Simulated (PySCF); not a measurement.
```tsv
atom	x (Å)	y (Å)	z (Å)
Si	2.7211	0.3076	-0.5447
Si	1.1744	-0.8528	0.7245
C	-0.5601	-0.2851	0.2995
C	-1.5460	0.3571	0.9981
C	-2.6231	0.5505	0.1045
C	-2.2193	0.0151	-1.0798
O	-0.9806	-0.4862	-0.9751
H	2.5581	0.0796	-1.9831
H	4.0935	-0.0847	-0.2103
H	2.6409	1.7581	-0.3410
H	1.2140	-2.3063	0.5040
H	1.2942	-0.6463	2.1741
H	-1.5012	0.6487	2.0278
H	-3.5633	1.0202	0.3110
H	-2.7070	-0.0676	-2.0315
```

Geometry: GFN2-xTB.

Method: PySCF 2.14.0, PBE0/pcSseg-1, SCF density, gas phase, non-relativistic.

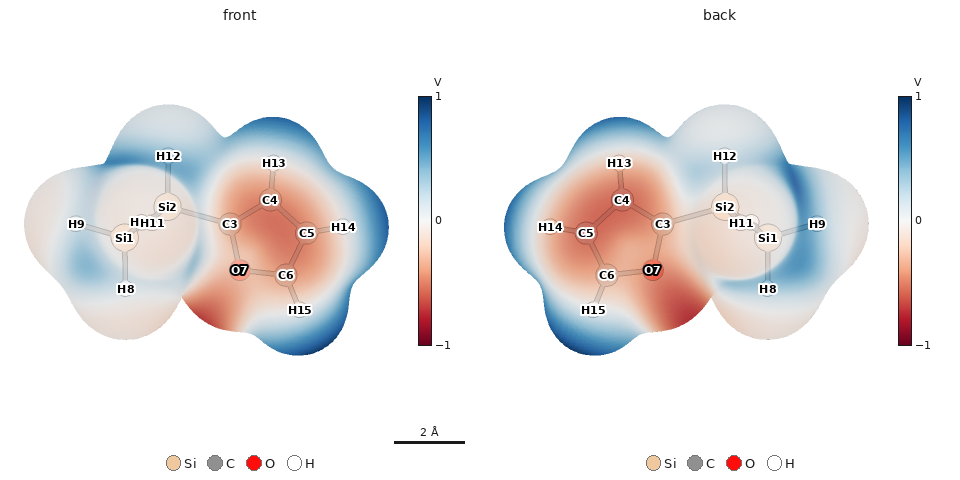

C$_{4}$H$_{8}$OSi$_{2}$ (SMILES [SiH3][SiH2]c1ccco1). The molecular electrostatic potential painted on the density surface at 0.001 e/bohr³, seen from the front and from behind; the colour scale runs from red (negative) to blue (positive).

### Describe the electrostatic potential map.

The most negative region (about −0.7 V) lies over O7, the most positive (about +0.9 V) over H15.
